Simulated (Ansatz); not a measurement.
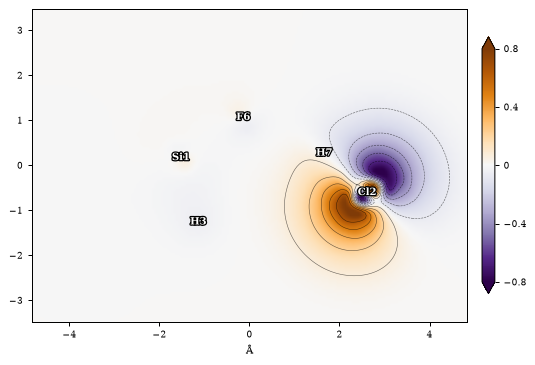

Figure 1: FH$_{3}$Si···HCl. The HOMO−1 on the plane of atoms H3, Si1 and F6 (values in Å⁻³ᐟ²; the overall sign is arbitrary).

Method: RKS B3LYP/def2-SVP in Ansatz 0.2.0.

```yaml
atoms:
  - { symbol: Si, position_ang: [-0.3706, 0.0000, -0.6052] }
  - { symbol: Cl, position_ang: [-0.1858, 0.0000, 3.6029] }
  - { symbol: H, position_ang: [0.9956, 0.0000, -0.0237] }
  - { symbol: H, position_ang: [-0.6128, 1.2234, -1.4109] }
  - { symbol: H, position_ang: [-0.6128, -1.2234, -1.4109] }
  - { symbol: F, position_ang: [-1.4452, 0.0000, 0.6402] }
  - { symbol: H, position_ang: [-0.9133, 0.0000, 2.5303] }
```

**What is the character of this orbital?**

It lies mainly on Cl2 (about 95 %); largely a lone pair of Cl2. Its energy is −8.22 eV.
